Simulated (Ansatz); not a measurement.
**[InFH3]- (InH₃F−): a spread of methods and bases**

How do the results and run time of [InFH3]- (InH₃F−) respond when the settings are drawn wide?

Program: Ansatz 0.2.0, Gaussian basis. Level of theory: the settings change from run to run. These are calculated values, not measurements.

2 further runs of the same task are left out: 2 set aside as unsound or not needed. Runs told in other sessions of the task aren't counted.

## 1. The geometry

An earlier B3LYP-D4 in a triple-zeta def2 set relaxation fixed the geometry. In takes a core potential in def2 sets; no spin-orbit term is included.

5 atoms, charge -1, spin multiplicity 1.

Atoms are counted from 1 here; the program's logs count them from 0.

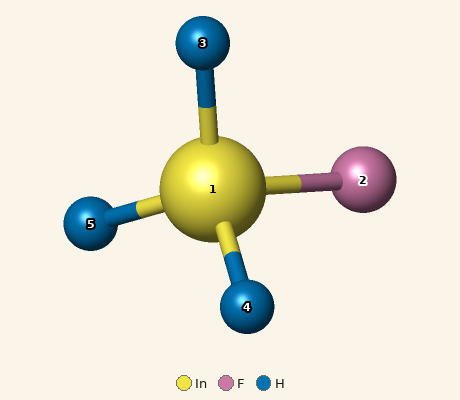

The geometry (indium yellow, fluorine pink, hydrogen blue); atoms are numbered from 1 in the order of the file.

## 2. wB97/def2-TZVP

Set apart from the defaults: multiplicity 3.

The input, in.yaml:

```yaml
crystal:
  periodic: [false, false, false]
  atoms:
    - {symbol: In, position_ang: [-0.000814, 0.001389, -0.143676]}
    - {symbol: F, position_ang: [0.011016, -0.018520, 1.926217]}
    - {symbol: H, position_ang: [1.718124, 0.010822, -0.603943]}
    - {symbol: H, position_ang: [-0.868514, 1.493987, -0.574918]}
    - {symbol: H, position_ang: [-0.859812, -1.487667, -0.603669]}
basis:
  gaussian: {orbitals: def2-TZVP}
total_charge: -1
magnetization: {spin_polarized: true, initial_magnetization: 2}
hamiltonian: {xc: {name: wB97}}
```

Launch:

```sh
$ ansatz run in.yaml --threads 4 --pin off --events-out ev --progress --plain --max-ram 3916MiB
```

Output:

```text
Functional definition: wB97
  name "wB97"
  cite "Chai & Head-Gordon, J. Chem. Phys. 128, 084106 (2008) doi:10.1063/1.2834918"
  cite "Becke, J. Chem. Phys. 107, 8554 (1997) doi:10.1063/1.475007"
  parameter omega = 0.4/bohr
  parameter cx1 = 1.13116
  parameter cx2 = -2.74915
  parameter cx3 = 12.0900
  parameter cx4 = -5.71642
  parameter css1 = -2.55352
  parameter css2 = 11.8926
  parameter css3 = -26.9452
  parameter css4 = 17.0927
  parameter cos1 = 3.99051
  parameter cos2 = -17.0066
  parameter cos3 = 1.07292
  parameter cos4 = 8.88211
  # The coefficients of nought are those of the uniform gas.
  exchange = spin_sum(e_x_unif_sr(omega)*poly(b97_u_x, 1, cx1, cx2, cx3, cx4)) + exact_x_lr(omega)
  correlation = spin_sum(e_c_pw_same_spin*poly(b97_u_same, 1, css1, css2, css3, css4))
      + integral(e_c_pw_opposite_spin*poly(b97_u_opposite, 1, cos1, cos2, cos3, cos4))
676 factors; their error is unknown
254 factors; integrals over basis functions are off by at most 1.8e-5 eV
mean field evaluation 1: about -7927.3821 eV, gradient 4.8e1 eV
mean field evaluation 2: about -7918.8844 eV, gradient 8.1e1 eV
mean field evaluation 4: about -7936.6994 eV, gradient 3.0e0 eV
mean field evaluation 8: about -7936.9296 eV, gradient 2.2e-1 eV
mean field evaluation 16: about -7936.9241 eV, gradient 1.4e-2 eV
mean field evaluation 32: about -7936.9299 eV, gradient 1.1e-2 eV
mean field evaluation 64: about -7936.9299 eV, gradient 2.4e-4 eV
mean field -7936.92994702 eV, -291.6767957088 hartree, gradient 6.6e-6 eV, S^2 2.014710; 6 other end points of the search recorded, 0 dependent functions left out
reference -7936.92994918 eV, -291.6767957882 hartree; 18, 16 occupied and 81, 83 virtual orbitals, 676 factors
Total energy: -7936.92994918 eV, -291.6767957882 hartree
```

Run time: 19 s. Hardware: 4 threads of Arm Neoverse V2, shared host.

⟨S²⟩ 2.015.

## 3. LC-wPBE/def2-mTZVPP

in.yaml, as its differences from that of step 2:

```diff
@@ -9,5 +9,4 @@
 basis:
-  gaussian: {orbitals: def2-TZVP}
+  gaussian: {orbitals: def2-mTZVPP}
 total_charge: -1
-magnetization: {spin_polarized: true, initial_magnetization: 2}
-hamiltonian: {xc: {name: wB97}}
+hamiltonian: {xc: {name: LC-wPBE}}
```

Same command.

Output, cut to the lines that bear on the results:

```text
Functional definition: LC-wPBE
  name "LC-wPBE"
  cite "Vydrov & Scuseria, J. Chem. Phys. 125, 234109 (2006) doi:10.1063/1.2409292"
  cite "Heyd & Scuseria, J. Chem. Phys. 120, 7274 (2004) doi:10.1063/1.1668634"
  cite "Ernzerhof & Perdew, J. Chem. Phys. 109, 3313 (1998) doi:10.1063/1.476928"
  cite "Perdew, Burke & Ernzerhof, Phys. Rev. Lett. 77, 3865 (1996) doi:10.1103/PhysRevLett.77.3865"
  parent pbe
[...]
690 factors; their error is unknown
255 factors; integrals over basis functions are off by at most 2.4e-5 eV
[...]
mean field -7941.93369049 eV, -291.8606798896 hartree, gradient 5.1e-5 eV, S^2 0.000000; 0 other end points of the search recorded, 0 dependent functions left out
reference -7941.93369050 eV, -291.8606798900 hartree; 17, 17 occupied and 58, 58 virtual orbitals, 690 factors
Total energy: -7941.93369050 eV, -291.8606798900 hartree
```

It took 0.45 s on 4 threads of Arm Neoverse V2, shared host.

## 4. wB97X/def2-mTZVPP

Options: the search for lower states set to off.

in.yaml, as its differences from that of step 3:

```diff
@@ -11,2 +11,4 @@
 total_charge: -1
-hamiltonian: {xc: {name: LC-wPBE}}
+hamiltonian: {xc: {name: wB97X}}
+scf: {lower_state_search: off}
+output: {forces: true}
```

Launched as before.

Output, cut to the lines that bear on the results:

```text
Functional definition: wB97X
  name "wB97X"
  cite "Chai & Head-Gordon, J. Chem. Phys. 128, 084106 (2008) doi:10.1063/1.2834918"
  cite "Becke, J. Chem. Phys. 107, 8554 (1997) doi:10.1063/1.475007"
[...]
  # The coefficients of nought are those of the uniform gas.
[...]
      + exact_x_lr(omega)
[...]
      + integral(e_c_pw_opposite_spin*poly(b97_u_opposite, 1, cos1, cos2, cos3, cos4))
[...]
785 factors; integrals over basis functions are off by at most 7.6e-4 eV
189 factors; integrals over basis functions are off by at most 9.6e-6 eV
[...]
mean field -7942.87671437 eV, -291.8953353779 hartree, gradient 4.1e-6 eV, S^2 0.000000; 0 other end points of the search recorded, 0 dependent functions left out
[...]
reference -7942.87666394 eV, -291.8953335246 hartree; 17, 17 occupied and 58, 58 virtual orbitals, 785 factors
Total energy: -7942.87666394 eV, -291.8953335246 hartree
Atom 0 at    -0.000814     0.001389    -0.143676 Å, force    -0.000469     0.000433    -0.054210 eV/Å
Atom 1 at     0.011016    -0.018520     1.926217 Å, force     0.000039    -0.000101     0.009746 eV/Å
Atom 2 at     1.718124     0.010822    -0.603943 Å, force    -0.087796    -0.000384     0.015276 eV/Å
Atom 3 at    -0.868514     1.493987    -0.574918 Å, force     0.044324    -0.076169     0.013839 eV/Å
Atom 4 at    -0.859812    -1.487667    -0.603669 Å, force     0.043902     0.076222     0.015348 eV/Å
Dipole moment:    -0.002331     0.003958    -0.410445 e Å
Checks for a lower state left out: stability, starts, cluster_reference, orbital_swaps, neighbouring_geometries, increment
```

It took 1.1 s on 4 threads of Arm Neoverse V2, shared host.

Largest force 0.089 eV/Å.

## 5. The runs in one table

```
              level  charge  multiplicity  geometry  functions  energy (eV)    time
     wB97/def2-TZVP      -1             3   relaxed         99    -7936.930    19 s
LC-wPBE/def2-mTZVPP      -1             1   relaxed         75    -7941.934  0.45 s
  wB97X/def2-mTZVPP      -1             1   relaxed         75    -7942.877   1.1 s
```

## 6. What came out

```
                                         quantity                        value
                                             runs                            3
                                         quickest  LC-wPBE/def2-mTZVPP, 0.45 s
                                          slowest         wB97/def2-TZVP, 19 s
spread of total energies, same state and geometry                       0.9 eV
```

What this shows: wB97/def2-TZVP took 41 times as long as LC-wPBE/def2-mTZVPP. The jobs differ in tasks and options as well as level. Total energies at one charge and spin differ by 1 eV between levels, so only differences within one level mean anything. At the B3LYP-D4/def2-TZVPD geometry and in the same state, the sound runs without point charges leave forces up to 0.09 eV/Å (wB97X/def2-mTZVPP).
